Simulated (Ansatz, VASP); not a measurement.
**Bi (Bismuth): VASP beside Ansatz**

One calculation is typed for both programs; each brings its own data sets and cutoff. How far apart do they land?

Calculated with Ansatz 0.2.0; plane waves, with VASP 6.6.1 beside it; zone-centre phonons at PBEsol.

### 1. Set-up

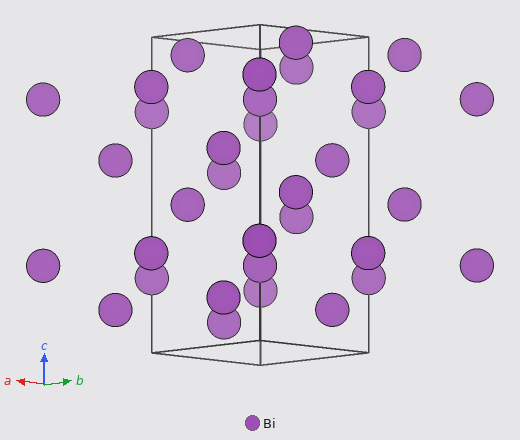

The cell as given, from a free direction (bismuth purple). 2×2×1 cells are drawn. This picture shows the conventional cell, with its axes. Some periodic images of atoms are drawn too.

### 2. VASP: zone-centre phonons, PBEsol

Second derivatives magnify differences that forces hide, and they need a tight electronic threshold.

Lines of VASP's logs that name or quote its potential files are left out, and so is its time.

File INCAR:

```
SYSTEM = Bi
PREC = Accurate
ENCUT = 450
EDIFF = 1E-08
NELM = 100
ISMEAR = 1
SIGMA = 0.15
LREAL = .FALSE.
ALGO = Normal
GGA = PS
NBANDS = 21
LORBIT = 11
LWAVE = .FALSE.
LCHARG = .FALSE.
KPAR = 4
IBRION = 8
ISIF = 2
```

File POSCAR:

```
Bi
1.0
    2.2628536950      1.3064591900      3.8816125009
   -2.2628536950      1.3064591900      3.8816125009
    0.0000000000     -2.6129183798      3.8816125009
Bi
2
Direct
    0.7632318698      0.7632318698      0.7632318698
    0.2367681302      0.2367681302      0.2367681302
```

File KPOINTS:

```
Automatic mesh
0
Gamma
12 12 12
0 0 0
```

PAW data sets: Bi_d (PBE family, release 64).

Command:

```console
$ mpirun -np 4 vasp_std
```

Numbers of over 12 decimals in the logs are rounded to 6 here.

The program printed:

```text
[banner, memory and clock lines left out]
running    4 mpi-ranks, on    1 nodes
 distrk:  each k-point on    1 cores,    4 groups
 distr:  one band on    1 cores,    1 groups

 POSCAR found type information on POSCAR Bi
 POSCAR found :  1 types and       2 ions
|                                                                             |
|               ----> ADVICE to this user running VASP <----                  |
|                                                                             |
|     You enforced a specific xc type in the INCAR file but a different       |
|     [... a line on the potential file left out ...]
|     I HOPE YOU KNOW WHAT YOU ARE DOING!                                     |
|                                                                             |

 LDA part: xc-table for (Slater+PW92), standard interpolation
 POSCAR, INCAR and KPOINTS ok, starting setup
 FFT: planning ... GRIDC
 FFT: planning ... GRID_SOFT
 FFT: planning ... GRID
 WAVECAR not read
 entering main loop
       N       E                     dE             d eps       ncg     rms          rms(c)
DAV:   1     0.290355249979E+03    0.29036E+03   -0.15260E+04  7964   0.158E+03
DAV:   2     0.153688077580E+02   -0.27499E+03   -0.26918E+03  8053   0.421E+02
DAV:   3    -0.779941433130E+01   -0.23168E+02   -0.22902E+02  9431   0.142E+02
DAV:   4    -0.858948735879E+01   -0.79007E+00   -0.78956E+00  9759   0.290E+01
DAV:   5    -0.862089170628E+01   -0.31404E-01   -0.31404E-01 10994   0.510E+00    0.105E+00
DAV:   6    -0.860955265495E+01    0.11339E-01   -0.20345E-02 10641   0.165E+00    0.611E-01
DAV:   7    -0.860516530900E+01    0.43873E-02   -0.13069E-02  9973   0.138E+00    0.118E-01
DAV:   8    -0.860512739101E+01    0.37918E-04   -0.14284E-03  9149   0.472E-01    0.170E-02
DAV:   9    -0.860513517283E+01   -0.77818E-05   -0.56207E-05 12036   0.620E-02    0.891E-03
DAV:  10    -0.860513438373E+01    0.78911E-06   -0.31856E-06  9985   0.148E-02    0.142E-03
DAV:  11    -0.860513448837E+01   -0.10464E-06   -0.25175E-07  9602   0.399E-03    0.780E-04
DAV:  12    -0.860513441350E+01    0.74871E-07   -0.48971E-08  7692   0.172E-03    0.180E-04
DAV:  13    -0.860513443862E+01   -0.25123E-07   -0.60275E-09  5469   0.882E-04    0.854E-05
DAV:  14    -0.860513444841E+01   -0.97889E-08   -0.14762E-09  5184   0.448E-04
   1 F= -.86051344E+01 E0= -.86052436E+01  d E =0.327593E-03
 Linear response reoptimize wavefunctions to high precision
DAV:   1    -0.860513445163E+01   -0.32182E-08   -0.65482E-10  5149   0.345E-04
DAV:   2    -0.860513445168E+01   -0.57298E-10   -0.23009E-10  4874   0.166E-04
 Linear response DOF=           2
 Linear response progress:
  Degree of freedom:   1/  2
       N       E                     dE             d eps       ncg     rms          rms(c)
RMM:   1    -0.328698958943E+00   -0.32870E+00    0.22079E-01 48381   0.838E+00
RMM:   2    -0.337311944484E+00   -0.86130E-02   -0.19933E-02 62331   0.117E+00    0.437E-02
RMM:   3    -0.337516331119E+00   -0.20439E-03   -0.16670E-03 66932   0.326E-01    0.251E-02
RMM:   4    -0.337393935876E+00    0.12240E-03   -0.12822E-04 68965   0.100E-01    0.587E-03
RMM:   5    -0.337396653209E+00   -0.27173E-05   -0.15819E-05 64353   0.319E-02    0.235E-03
RMM:   6    -0.337401709903E+00   -0.50567E-05   -0.33594E-06 67942   0.145E-02    0.975E-04
RMM:   7    -0.337400813113E+00    0.89679E-06    0.92132E-07 67884   0.454E-03    0.313E-04
RMM:   8    -0.337396721259E+00    0.40919E-05    0.10948E-07 68831   0.163E-03    0.104E-04
RMM:   9    -0.337395022610E+00    0.16986E-05   -0.14162E-07 69986   0.692E-04    0.253E-05
RMM:  10    -0.337395066553E+00   -0.43943E-07    0.12285E-07 71947   0.318E-04    0.160E-05
RMM:  11    -0.337394959425E+00    0.10713E-06    0.97879E-08 71485   0.174E-04    0.941E-06
RMM:  12    -0.337394633775E+00    0.32565E-06    0.71275E-08 68082   0.106E-04    0.466E-06
RMM:  13    -0.337394728700E+00   -0.94925E-07    0.30091E-08 71767   0.678E-05    0.287E-06
RMM:  14    -0.337394665188E+00    0.63512E-07    0.54922E-09 70090   0.508E-05    0.105E-06
RMM:  15    -0.337394629480E+00    0.35708E-07    0.71855E-09 74798   0.433E-05    0.194E-07
RMM:  16    -0.337394635285E+00   -0.58052E-08    0.15311E-09 61470   0.390E-05    0.310E-07
 first order change of Fermi-energy  -0.15048E-04
 force on displaced ion       1 direction 1 :  -1.544  -0.000  -0.000
 Linear response progress:
  Degree of freedom:   2/  2
       N       E                     dE             d eps       ncg     rms          rms(c)
RMM:   1    -0.329553227765E+00   -0.32955E+00    0.24586E-01 10530   0.848E+00
RMM:   2    -0.338056905536E+00   -0.85037E-02   -0.19166E-02 13579   0.116E+00    0.393E-02
RMM:   3    -0.338163917898E+00   -0.10701E-03   -0.15676E-03 14606   0.318E-01    0.221E-02
RMM:   4    -0.337967710983E+00    0.19621E-03   -0.13076E-04 14823   0.102E-01    0.563E-03
RMM:   5    -0.337976279261E+00   -0.85683E-05   -0.16355E-05 15040   0.307E-02    0.323E-03
RMM:   6    -0.337987937150E+00   -0.11658E-04   -0.28884E-06 13903   0.139E-02    0.809E-04
RMM:   7    -0.337989084291E+00   -0.11471E-05   -0.39081E-07 14760   0.455E-03    0.554E-04
RMM:   8    -0.337987256594E+00    0.18277E-05   -0.44219E-08 12926   0.166E-03    0.894E-05
RMM:   9    -0.337986754702E+00    0.50189E-06    0.10880E-08 15479   0.769E-04    0.469E-05
RMM:  10    -0.337986584603E+00    0.17010E-06    0.12961E-08 14937   0.280E-04    0.296E-05
RMM:  11    -0.337986464280E+00    0.12032E-06    0.14137E-09 14530   0.153E-04    0.712E-06
RMM:  12    -0.337986505852E+00   -0.41572E-07    0.10871E-09 15699   0.874E-05    0.242E-06
RMM:  13    -0.337986511139E+00   -0.52868E-08   -0.97314E-09 15660   0.564E-05    0.928E-07
 first order change of Fermi-energy  -0.18381E+00
 force on displaced ion       1 direction 3 :   0.000  -0.000  -3.762
 Linear response finished
```

OUTCAR, selected parts (step 2):

```text
ion  position               nearest neighbor table
   1  0.763  0.763  0.763-   2 3.08   2 3.08   2 3.08   2 3.45   2 3.45   2 3.45
   2  0.237  0.237  0.237-   1 3.08   1 3.08   1 3.08   1 3.45   1 3.45   1 3.45

  LATTYP: Found a trigonal (rhomboedric) cell.
 ALAT       =     4.6791300545
 COS(alpha) =     0.5322511656

 Subroutine GETGRP returns: Found 12 space group operations
 (whereof 12 operations were pure point group operations)

The static configuration has the point symmetry D_3d.

 Found    189 irreducible k-points:

   k-points           NKPTS =    189   k-points in BZ     NKDIM =    189   number of bands    NBANDS=     21

   dimension x,y,z NGX =    32 NGY =   32 NGZ =   32
   dimension x,y,z NGXF=    64 NGYF=   64 NGZF=   64

   ENCUT  =  450.0 eV  33.07 Ry    5.75 a.u.   8.09  8.09  8.09*2*pi/ulx,y,z

   NELECT =      30.0000    total number of electrons

 k-points in reciprocal lattice and weights: Automatic mesh
   0.00000000  0.00000000  0.00000000       0.001
   0.08333333  0.00000000 -0.00000000       0.003
   0.16666667  0.00000000  0.00000000       0.003
   0.25000000  0.00000000  0.00000000       0.003
   0.33333333  0.00000000  0.00000000       0.003
   0.41666667  0.00000000  0.00000000       0.003
   0.50000000  0.00000000  0.00000000       0.002
   0.08333333  0.08333333 -0.00000000       0.003
   0.16666667  0.08333333  0.00000000       0.007
[...]
-0.41666667  0.50000000  0.41666667       0.003
   0.50000000  0.50000000  0.50000000       0.001

 average (electrostatic) potential at core
       1-104.1329       2-104.1329

  Total       -0.0009783     -0.0009783     -0.0002118      0.0000000     -0.0000000      0.0000000
  in kB       -0.0227642     -0.0227642     -0.0049280      0.0000000     -0.0000000      0.0000000
  external PRESSURE =      -0.0168188 kB  Pullay stress =       0.0000000 kB

  energy-cutoff  :      450.00
  volume of cell :       68.85
      direct lattice vectors                 reciprocal lattice vectors
     2.262853695  1.306459190  3.881612501     0.220959933  0.127571277  0.085874964
    -2.262853695  1.306459190  3.881612501    -0.220959933  0.127571277  0.085874964
     0.000000000 -2.612918380  3.881612501     0.000000000 -0.255142553  0.085874964

 POSITION                                       TOTAL-FORCE (eV/Angst)
 -----------------------------------------------------------------------------------
      0.00000      0.00000      8.88771         0.000000     -0.000000     -0.000322
      0.00000      0.00000      2.75713         0.000000      0.000000      0.000322
 -----------------------------------------------------------------------------------
    total drift:                               -0.000000     -0.000000      0.000000

 Eigenvectors and eigenvalues of the dynamical matrix
 ----------------------------------------------------

   1 f  =    2.966296 THz    18.637786 2PiTHz   98.944978 cm-1    12.267608 meV
             X         Y         Z           dx          dy          dz
      0.000000  0.000000  8.887711    -0.000000   -0.000000   -0.707107
      0.000000  0.000000  2.757126     0.000000    0.000000    0.707107

   2 f  =    1.900277 THz    11.939793 2PiTHz   63.386422 cm-1     7.858911 meV
             X         Y         Z           dx          dy          dz
      0.000000  0.000000  8.887711     0.707107    0.000008   -0.000000
      0.000000  0.000000  2.757126    -0.707107   -0.000008    0.000000

   3 f  =    1.900277 THz    11.939793 2PiTHz   63.386422 cm-1     7.858911 meV
             X         Y         Z           dx          dy          dz
      0.000000  0.000000  8.887711     0.000008   -0.707107    0.000000
      0.000000  0.000000  2.757126    -0.000008    0.707107   -0.000000

   4 f  =    0.000000 THz     0.000000 2PiTHz    0.000000 cm-1     0.000000 meV
             X         Y         Z           dx          dy          dz
      0.000000  0.000000  8.887711     0.707107    0.000000   -0.000000
      0.000000  0.000000  2.757126     0.707107    0.000000    0.000000

   5 f/i=    0.000000 THz     0.000000 2PiTHz    0.000000 cm-1     0.000000 meV
             X         Y         Z           dx          dy          dz
      0.000000  0.000000  8.887711    -0.000000    0.669313   -0.228080
      0.000000  0.000000  2.757126    -0.000000    0.669313   -0.228080

   6 f/i=    0.000000 THz     0.000000 2PiTHz    0.000001 cm-1     0.000000 meV
             X         Y         Z           dx          dy          dz
      0.000000  0.000000  8.887711    -0.000000    0.228080    0.669313
      0.000000  0.000000  2.757126    -0.000000    0.228080    0.669313

 ELASTIC MODULI CONTR FROM IONIC RELAXATION (kBar)
 Direction    XX          YY          ZZ          XY          YZ          ZX
 --------------------------------------------------------------------------------
 XX        -166.3177     50.6103   -104.9582     -0.0000    216.8600      0.0000
 YY          50.6103   -166.3177   -104.9582      0.0000   -216.8600     -0.0000
 ZZ        -104.9582   -104.9582   -190.4153      0.0000     -0.0000     -0.0000
 XY          -0.0000      0.0000      0.0000   -108.4640      0.0000    214.3332
 YZ         216.8600   -216.8600     -0.0000      0.0000   -433.5839     -0.0000
 ZX           0.0000     -0.0000     -0.0000    214.3332     -0.0000   -423.5388
 --------------------------------------------------------------------------------
```

### 3. Ansatz: zone-centre phonons, PBEsol

Ansatz runs on its default PAW (the set named soft_2) files.

The same cell, functional, mesh and smearing now go to Ansatz, which takes its cutoff from its data sets.

File input.yaml:

```yaml
crystal:
  lattice:
    - [2.262853695, 1.30645919, 3.8816125009]
    - [-2.262853695, 1.30645919, 3.8816125009]
    - [0.0, -2.6129183798, 3.8816125009]
  atoms:
    - { symbol: Bi, position: [0.7632318698, 0.7632318698, 0.7632318698] }
    - { symbol: Bi, position: [0.2367681302, 0.2367681302, 0.2367681302] }
hamiltonian:
  xc: pbesol
  pseudopotentials: { kind: paw }
kpoints:
  mp_grid: { grid: [12, 12, 12] }
scf:
  occupations: { method: methfessel_paxton, width: 0.15 }
phonons:
  method: dfpt
  qpoints: [[0, 0, 0]]
```

Command:

```console
$ ansatz run input.yaml --threads 4 --pin off --max-ram 9216MiB --backend cpu --events-out ev --progress --plain --runs-dir out
```

The program printed:

```text
Engine: ansatz 0.2.0, aarch64-unknown-linux-gnu
Pseudopotentials: kind: paw
Pseudopotential: Bi, paw, valence charge 15, recommended cutoff 420 eV (normal), Bi.paw.azcp
Functional definition: PBEsol
  exchange = pbesol_x
  correlation = pbesol_c
Crystal: 2 atoms, lattice volume = 68.852 Å³
Basis set: ecut = 420 eV, 1333 PW (Γ), exchange–correlation on 64×64×64 points (8 copies of the dense FFT grid, shifted against one another)
Bands: 19, of which v1, the nominal top of the filled ones, is band 15 counted from 1 (14 counted from 0)
Symmetry: 12 space group operations
k-points: 476 of 1728 (irreducible under 2 space group operations, time reversal used)
Non-local potential: Bi, projectors of the file, l = 0: 2, l = 1: 2, l = 2: 2, l = 3: 2
PAW form: soft (Blöchl's): semilocal exchange-correlation on the pseudo side does not see the compensation charge
PAW frozen core: Bi, regenerated for the run's functional, and the local potential with it (the file was generated under x = pbe(κ = 0.804, μ = 0.219515), c = pbe(β = 0.066725))
PAW one-centre angular grid: Bi, 590 points (default); XC on 64 Gauss nodes
Initial density: superposition of atomic densities (neutral atoms: chi_scale 0, normalization atom), corrected by the library's trained network
Initial wavefunctions: pseudopotential atomic-orbital guess
Functional: x = pbesol(κ = 0.804, μ = 0.123457), c = pbesol(β = 0.046)
SCF iter   1: F=—  HF=-24484.003821 eV  |F-HF|=—  |Δ(HF+E_count)|=         —  Δρ=1.90e-3  dr2=2.63e-3  ethr=1.77e-3  ⟨swp⟩=5.6  Hψ=40240  notcnv=0
preconditioner: auto → Kerker (q_TF=auto, 2.376 Å⁻¹)  [metal: Δε(μ)=0.038 eV  Ē_g=20.302 eV  σ=0.150 eV  W_gap=0.21  n_scr=14 (ndim 8)  ℏωp=24.5 eV  f_vac=0.002  D(μ)=0.25/eV (n_scr^D=0)]
SCF iter   2: F=—  HF=-24484.002818 eV  |F-HF|=—  |Δ(HF+E_count)|=   1.00e-3  S|Δr|=    0.00e0  Δρ=1.13e-3  dr2=1.01e-3  ethr=8.76e-6  ⟨swp⟩=3.0  Hψ=21384  notcnv=0
SCF iter   3: F=—  HF=-24484.002619 eV  |F-HF|=—  |Δ(HF+E_count)|=   1.99e-4  S|Δr|=    0.00e0  Δρ=3.25e-4  dr2=7.07e-5  ethr=3.36e-6  ⟨swp⟩=2.0  Hψ=16188  notcnv=0
SCF iter   4: F=—  HF=-24484.002608 eV  |F-HF|=—  |Δ(HF+E_count)|=   1.10e-5  S|Δr|=    0.00e0  Δρ=1.35e-4  dr2=2.55e-5  ethr=2.36e-7  ⟨swp⟩=2.0  Hψ=16157  notcnv=0
SCF iter   5: F=—  HF=-24484.002609 eV  |F-HF|=—  |Δ(HF+E_count)|=   8.08e-7  S|Δr|=    0.00e0  Δρ=5.55e-5  dr2=3.67e-6  ethr=8.49e-8  ⟨swp⟩=2.0  Hψ=11218  notcnv=0
SCF iter   6: F=—  HF=-24484.002605 eV  |F-HF|=—  |Δ(HF+E_count)|=   3.67e-6  S|Δr|=    0.00e0  Δρ=1.31e-5  dr2=1.72e-7  ethr=1.22e-8  ⟨swp⟩=3.0  Hψ=16142  notcnv=0
SCF iter   7: F=—  HF=-24484.002605 eV  |F-HF|=—  |Δ(HF+E_count)|=   3.37e-7  S|Δr|=    0.00e0  Δρ=2.76e-6  dr2=6.23e-9  ethr=5.73e-10  ⟨swp⟩=3.0  Hψ=16328  notcnv=0
SCF iter   8: F=—  HF=-24484.002605 eV  |F-HF|=—  |Δ(HF+E_count)|=  7.82e-10  S|Δr|=    0.00e0  Δρ=3.91e-7  dr2=2.09e-10  ethr=2.08e-11  ⟨swp⟩=2.0  Hψ=16188  notcnv=0
SCF iter   9: F=—  HF=-24484.002605 eV  |F-HF|=—  |Δ(HF+E_count)|=  1.16e-10  S|Δr|=    0.00e0  Δρ=1.54e-7  dr2=3.82e-11  ethr=1.00e-12  ⟨swp⟩=2.0  Hψ=16192  notcnv=0
SCF iter  10: F=-24484.002605 eV  HF=-24484.002605 eV  |F-HF|=0.00e0  |Δ(HF+E_count)|=  1.82e-11  S|Δr|=    0.00e0  Δρ=6.02e-8  dr2=3.25e-12  ethr=1.00e-12  ⟨swp⟩=6.0  Hψ=41286  notcnv=0
SCF 1 converged in 10 iterations: F = -24484.002605 eV  dr2 = 3.25e-12
  greatest PAW one-centre occupation: 0.987 electrons in one spin orbital (limit 2), on the Bi atom at site 1 (counted from 0), in its partial waves of l = 2
DFPT response loops at Γ: preconditioner auto → Kerker (q_TF=auto, 2.376 Å⁻¹) (partly filled bands, converged f_vac=0.000); β = 1.00, the filter's whole step (`scf.mixing.beta` (0.50) is not read by the response loops under this deck's `scf.mixing.preconditioner`; to damp them name `kerker` or `kerker_dos`, under which they read `scf.mixing.beta`, and type it under 1.00, their step now; both keys bind the ground state too); Broyden in place of MSR1
SCF converged after 10 iterations
Stability not checked: this state was not tested for a lower state beside it, because cold or Methfessel-Paxton smearing, or corrected tetrahedra, fill the levels in a way that the test cannot read (fill_not_monotonic; see scf.lower_state_search)
Free energy (F): -24484.002605 eV
Harris-Foulkes:  -24484.002605 eV  (|F-HF|=0.00e0)
Internal energy: -24484.002942 eV  (E = F + TS)
E sigma→0 (E₀):  -24484.002689 eV
Entropy (-TS):   0.000337 eV (0.168 meV/atom)
Fermi energy:    9.848683 eV
--- Per-component energies (eV) ---
  E_band       = -212.713829
  E_kinetic    = 605.671084
  E_local      = -3076.104779  (includes V_loc(G=0)·N_el)
  E_nonlocal   = 1123.003839
  E_hartree    = 998.706010
  E_xc         = -300.299584
  E_vxc        = -288.037478  (∫ρ·V_xc dr)
  E_paw        = -21019.218570  (= ΣΔE_a)
  E_vpaw       = -574.657559  (= ΣTr[D̂ρ^β])
  E_aug_tail   = -0.000933  (compensation charges beyond the density's cutoff)
  E_ewald      = -2815.939514
  E_core_change = 0.179504  (= ΣΔE_core)
  E_smearing   = 0.000337  (= −TS)
  E_closure    = -0.000000  (closes the sum)
  Σ components = -24484.002605   (vs F -24484.002605, Δ=0.00e0)
--- Band table (eV; the first three rows and the last of 476) ---
  k-point 0: bands = [... 11 lower, 2.4810, 8.3599, 8.6254, 8.6254, 12.6030, 12.9171, 12.9171, 15.3625]
  k-point 1: bands = [... 11 lower, 2.3167, 8.3949, 8.6277, 8.6399, 12.4444, 12.5745, 12.7247, 15.0636]
  k-point 2: bands = [... 11 lower, 1.8661, 8.4632, 8.6401, 8.7026, 11.7706, 12.1251, 12.2501, 14.8298]
  k-point 475: bands = [... 11 lower, -0.2679, 9.0243, 9.3334, 9.3334, 10.3922, 10.3922, 10.4394, 17.0884]
--- Phonons (Γ-DFPT): 2 representative perturbations + reference, on 476 of 1728 k-points (Σ response iterations 5) ---
  k mesh reduced under 2 symmetry operations, with k and −k counted as one. Each operation leaves every solved perturbation unchanged. A smaller set is not used because it would not reduce the number of displacements times k-points to solve
  ASR residual: 3.942e-5 → 0.000e0 eV/Å²; symmetrization residual: 4.667e-5 eV/Å²
  ASR residual per site (eV/Å²): 3.94e-5 3.94e-5
  Γ frequencies (cm⁻¹): 0.00 0.00 0.00 63.36 63.36 98.42
  non-analytic LO–TO correction: not included (Born effective charges unavailable; polar crystals: no LO–TO splitting at Γ)
--- Phonons (arbitrary-q DFPT): 1 explicit q-point ---
  q = [0, 0, 0] (of the zone-centre solve; hermiticity 1.82e-5, symmetrization 5.43e-6): -0.00 0.00 0.00 63.36 63.36 98.42
  sum rule: each row above includes the acoustic sum rule's correction from the zone centre's row sums; it moved no ω² by more than (0.23 cm⁻¹)²
```

Wall time 49 s (4 threads of Arm Neoverse V2, shared host); peak memory 2.1 GiB.

Reading the cycles: dr2 is the Hartree energy of the density residual (eV), the measure of convergence; HF is the Harris–Foulkes estimate of the energy, which meets the free energy F at convergence.

### 4. Differences

Known differences besides the PAW data sets themselves: the cutoff is 420 eV in Ansatz and 450 eV in VASP; Ansatz makes its cores anew for this functional, VASP keeps those of its PBE data sets; VASP leaves aspherical gradient terms in its spheres out (LASPH is not set), Ansatz keeps them. Total energies have different zeros and are not compared.

The two programs side by side:

| quantity | Ansatz | VASP | difference |
| --- | --- | --- | --- |
| mode 4 to 5 (cm⁻¹) | 63.4 | 63.4 | -0.04 % |
| mode 6 (cm⁻¹) | 98.4 | 98.9 | -0.53 % |

### 5. Summary of results

| Property | Result |
| --- | --- |
| difference in mode 6 (zone-centre phonons, PBEsol) | -0.53 % |

**Reading.** The difference in mode 6 is -0.53 % (zone-centre phonons, PBEsol), within the 3 % picked in this series as the mark of a large difference. Differences of this kind measure data sets and numerical settings, not the functional's error against experiment.

[Lines on the potential files, build, host, timing and source positions are cut from VASP's logs without a mark.]

[Logs are printed without paths, hosts, clocks, repeated set-up lines and the standing remarks that a program may print on its own settings, such as how far it seeks lower states.]

[Hosts, paths, dates, database ids (printed as entryN), source tags and the programs' standing remarks are cut or masked in the printed files.]
